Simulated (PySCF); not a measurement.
## Electronic structure of PS4 (SMILES S=P([S-])([S-])[S-]) (charge −3) in real space

```xyz
5

S     0.0901   -0.2886    2.1381
P     0.0313    0.0601    0.0658
S    -0.1869    2.1206   -0.2906
S     1.8171   -0.6218   -0.8088
S    -1.5984   -0.9673   -0.7760
```

Geometry: PBE0-D3(BJ)/def2-SVP.

All numbers below come from PBE0/pcSseg-1, SCF density, gas phase, non-relativistic (PySCF).

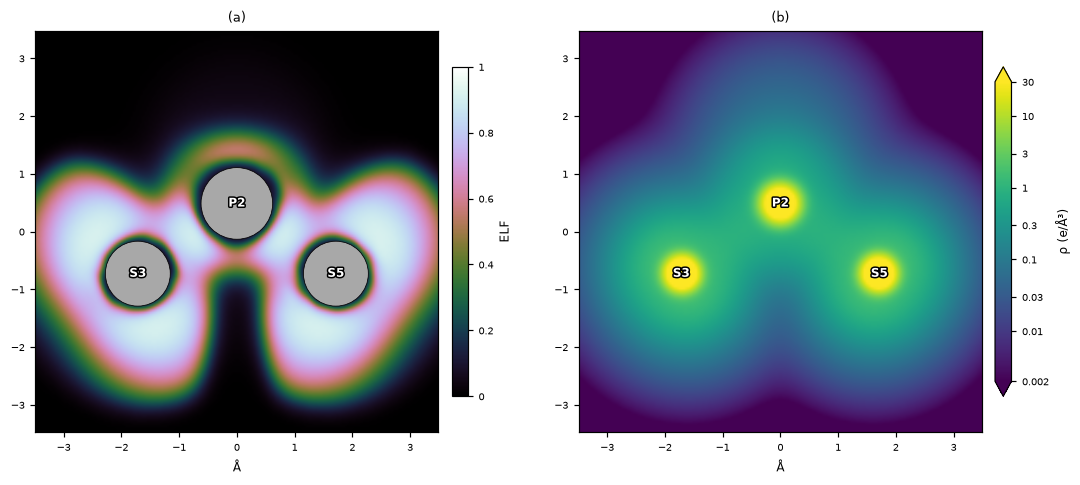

Figure 1. (a) ELF; (b) total electron density on the plane of atoms S3, P2 and S5. Grey discs cover the atomic cores in the ELF map.

Describe what can be read from this map.

Answer. Atoms in the plane: P and S. P–S (2.10 Å): ρ at the midpoint is about 0.93 e/Å³; the ELF peaks at about 0.90 between the atoms; localised, covalent bonding. The ELF also peaks beside S3 and S5, away from the bonds: lone-pair regions.

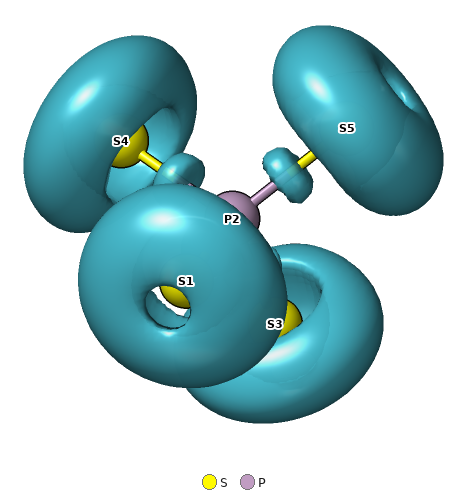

Figure 2. Isosurface of the electron localisation function at 0.8 (cyan), seen at a tilt. Core shells and regions of very low density are left out.

Identify the bonds, lone pairs and shells in this picture.

Answer. The ELF exceeds this value in four regions between bonded P–S atoms (shared pairs) and four rings or bowls of non-bonding electrons around S.
